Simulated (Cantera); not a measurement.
A closed system holds: 1 mol Si, a varied amount of HCl, 12 mol N₂, held at 1325 K and 62000 Pa.

Method: chemical equilibrium by Gibbs-energy minimisation in Cantera with the NASA 1993 tables (ideal gas, pure condensed phases). Candidate condensed phases: NH₄Cl, Si, Si₃N₄; 28 gas species. N₂ is the only nitrogen source here; it is nearly inert below about 1500 K, so the nitride shown seldom forms there in practice. The tables' values for SiCl₃ are old estimates; treat these amounts as uncertain. Kinetics and transport are ignored.

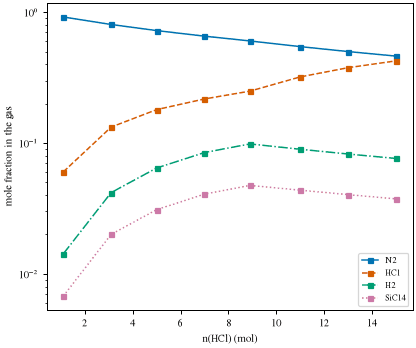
*Equilibrium gas composition (values under 1e-9 drawn at 1e-9)*

Task: Read off the mole fractions at 8.9 mol HCl.

Result: N₂ about 0.60, HCl about 0.25, H₂ about 0.098, SiCl₄ about 0.047.
